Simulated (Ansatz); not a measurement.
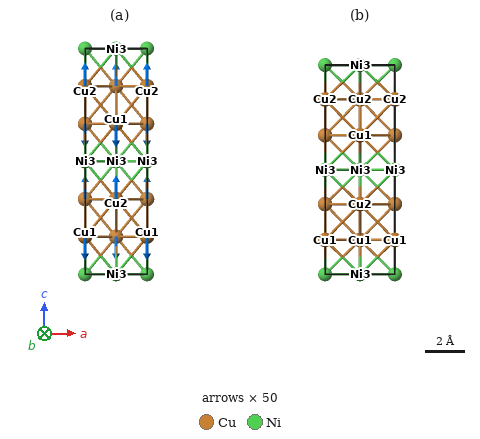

The structure of a crystal of Cu₂Ni (a generated structure, set up in Fmmm) before (left) and after (right) a relaxation, at one scale. The blue arrows give the displacements (the part carried along by the change of the cell is left out), 50 times their true length.

A ball-and-stick model of the conventional cell (4 times the calculation's cell), seen along the b axis. Lengths and directions refer to the drawn axes.

Theory: Ansatz 0.2.0, DFT PBE, scalar-relativistic, plane waves, PAW. Settings: plane-wave cutoff 420 eV; k-point mesh 20 × 20 × 20; occupations gaussian; smearing width 0.1 eV; collinear spin; cell and atoms relaxed; force threshold 0.01 eV/Å; at most 80 steps.

Q: Summarise the run.

A: The largest moves relative to the cell, 0.024 Å, are those of Cu1 and Cu2. Cu1 goes along −c. Ni stays in place. The volume changes by −2.9 %, with a 3.182 → 3.587 Å (+12.7 %), b 3.862 → 3.588 Å (−7.1 %), c 11.587 → 10.742 Å (−7.3 %). Some distances before and after: Cu1–Ni3 2.731 → 2.517 Å, Cu1–Cu2 2.731 → 2.569 Å, Cu1–Cu2 (another image) 2.502 → 2.569 Å, Cu1–Cu1 2.502 → 2.537 Å. The space group (tolerance 0.01 Å) goes from Fmmm (No. 69) to I4/mmm (No. 139). The energy falls by 0.106 eV per cell of the calculation in 9 accepted moves (11 points after the start). Largest force component: 0.29 eV/Å at the start, 0.0011 eV/Å at the end. Pressure: −3.89 GPa at the start and 0.01 GPa at the end. The SCF was repeated twice at an unchanged geometry on a basis and grid sized afresh for the cell, which shifted the energy by 3.6 meV per cell of the calculation at most. The program noted that the starting moments weren't kept. The run took 20 min on 4 threads of Arm Neoverse N1, on a shared host, peak memory 2.1 GiB.
